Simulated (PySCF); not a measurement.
# C6H12O2Si (Si(vinyl)2(OMe)2): what the fields show

```tsv
atom	x (Å)	y (Å)	z (Å)
Si	-0.1748	0.0394	0.0424
C	-0.1760	0.2912	1.8819
C	-0.8506	1.2897	2.4637
H	0.3862	-0.4033	2.5207
H	-1.4263	2.0028	1.8640
H	-0.8610	1.4338	3.5502
C	1.5545	0.1090	-0.6560
C	2.6097	0.5354	0.0487
H	1.7228	-0.2051	-1.6960
H	2.5064	0.8645	1.0896
H	3.6202	0.5849	-0.3741
O	-1.1585	1.2167	-0.5779
C	-1.5233	1.3287	-1.9249
H	-0.6745	1.6563	-2.5529
H	-2.3205	2.0825	-2.0152
H	-1.9036	0.3736	-2.3266
O	-0.8558	-1.4094	-0.4227
C	-0.2803	-2.6705	-0.2450
H	0.7805	-2.6986	-0.5574
H	-0.8323	-3.4056	-0.8513
H	-0.3296	-2.9999	0.8091
```

Geometry: PBE0-D3(BJ)/def2-SVP.

These are results of PBE0/pcSseg-1, SCF density, gas phase, non-relativistic (PySCF 2.14.0), not measurements.

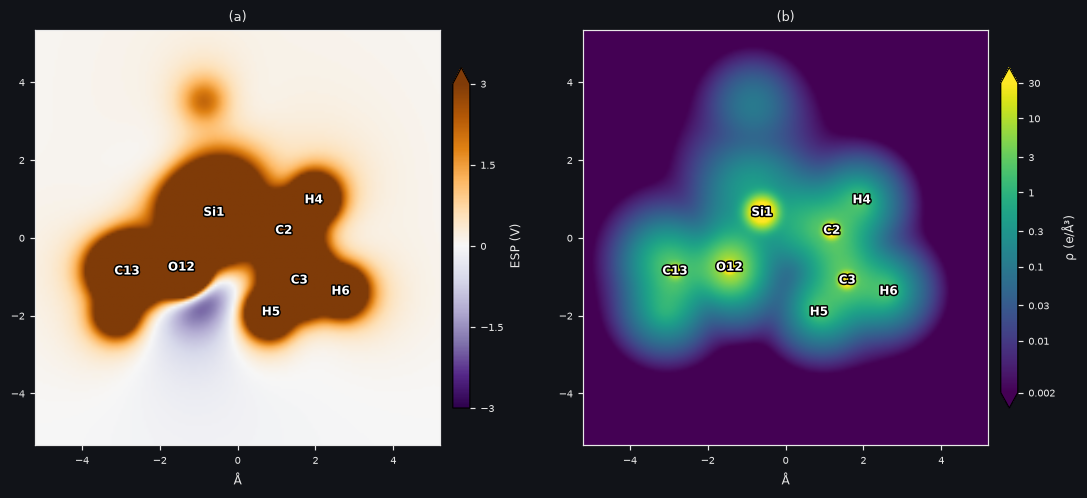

Figure 1. (a) molecular electrostatic potential; (b) electron density on the plane of atoms Si1, C2 and C3.

Q: What does the map show?

A: Atoms in the plane: Si, C, H and O.
C–C (1.34 Å): ρ at the midpoint is about 2.2 e/Å³.
C–O (1.40 Å): the density is about 2 e/Å³ at the midpoint, with its minimum of 1.8 e/Å³ about 0.5 Å from C.
Si–O (1.65 Å): ρ at the midpoint is about 1.1 e/Å³.
C–Si (1.86 Å): ρ is about 1 e/Å³ halfway.
C–H (1.10 Å): ρ at the midpoint is about 2 e/Å³.
Outside the dense part of the molecule the potential is most negative (−1.9 V) near O12.

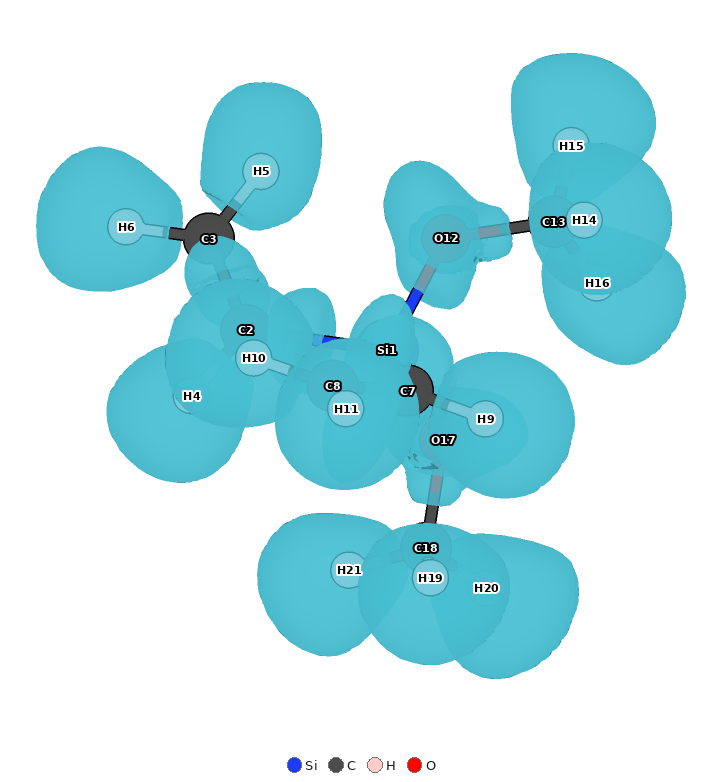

Figure 2. Isosurface of the ELF at 0.75 (cyan), seen at a tilt. Only the valence region is drawn (cores and ρ < 0.01 e/Å³ removed).

Q: Identify the bonds, lone pairs and shells in this picture.

A: The surface consists of two regions between bonded C–C atoms (shared pairs), two regions between bonded C–Si atoms (shared pairs), twelve regions around hydrogen nuclei and two regions on O in which the atom's valence shell and bonds are merged. Along the contacts the grid gives the following. C–C (1.34 Å): the ELF peaks at about 0.90 between the atoms; a multiple bond. C–O (1.40 Å): the ELF peaks at about 0.90 between the atoms: a shared but strongly polarised pair.

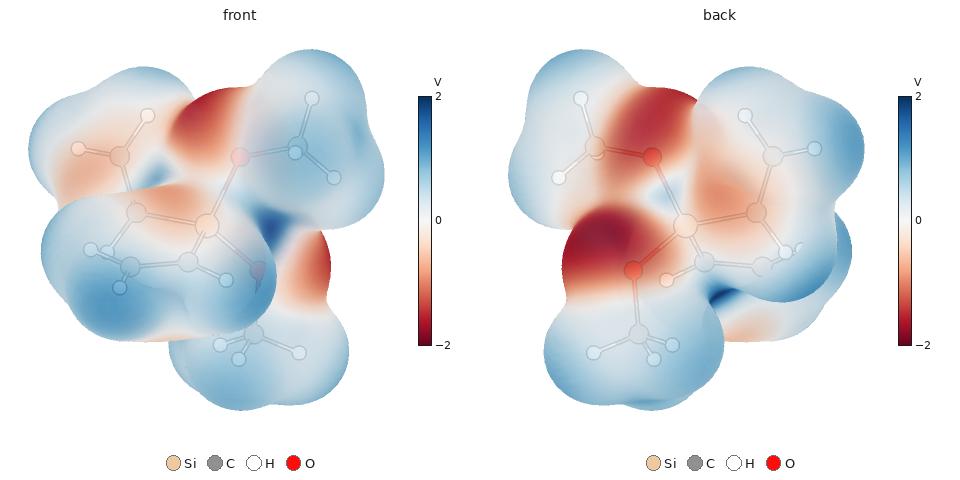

Figure 3. The electrostatic potential painted on the density surface at 0.004 e/bohr³, seen from the front and from behind; red is negative and blue positive.

Q: Describe the electrostatic potential map.

A: The most negative region (about −1.8 V, or −42 kcal/mol for a unit charge) lies over O17, the most positive (about +1.6 V, or +37 kcal/mol for a unit charge) over Si1. O17 is the likeliest acceptor of a hydrogen bond.

Q: What dipole moment does the calculation give?

A: Its dipole moment is 1.53 D.
